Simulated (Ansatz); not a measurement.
How methods differ on GaCl3 (gallium trichloride (monomer))

The species is GaCl3 (4 atoms), meant as a singlet with charge 0. SMILES: `[Cl][Ga]([Cl])[Cl]`. The shape was relaxed beforehand at B3LYP/def2-SVP.

```tsv
atom	x (Å)	y (Å)	z (Å)
Cl	0.8771	0.3761	1.9105
Ga	0.0138	-0.0151	-0.0051
Cl	-0.0916	-2.0191	-0.7405
Cl	-0.7438	1.5977	-1.1853
```

Each level gives the dissociation energy of the Cl3–Ga2 bond into doublet Cl and doublet GaCl2 (shapes relaxed at B3LYP/def2-SVP, no zero-point term) (eV). The values are calculated.

```csv
level,kind,program,value (eV),CPU time (all runs)
SVWN5/def2-SVP,LDA,Ansatz,4.84,2.3 s
BLYP/def2-SVP,GGA,Ansatz,3.90,3.9 s
r2SCAN/def2-SVP,meta-GGA,Ansatz,4.24,12 s
B3LYP/def2-SVP,global hybrid,Ansatz,4.01,6.1 s
wB97M-V/def2-SVP,range-separated hybrid,Ansatz,4.37,27 s
B2PLYP/def2-SVP,double hybrid,Ansatz,4.15,8.9 s
RPA@PBE/def2-SVP,RPA,Ansatz,3.71,6.9 s
MP2/def2-SVP,perturbation theory,Ansatz,4.35,2.7 s
```

All-electron rows without a relativistic Hamiltonian named are non-relativistic. The values span 3.71 to 4.84 eV. Measured bond enthalpies also hold zero-point and thermal terms, a few tenths of an eV less. In the correlated wave-function rows the outer d shell of Ga is correlated, in sets not made for it. Times are those of the runs behind each value, whatever else they computed, on shared processors of several kinds: orders of magnitude only.

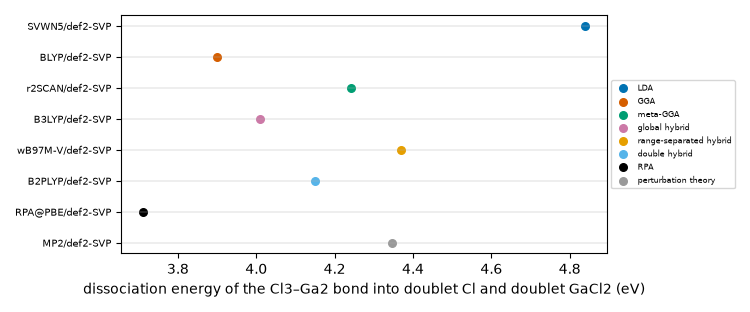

The values of the table, level by level.
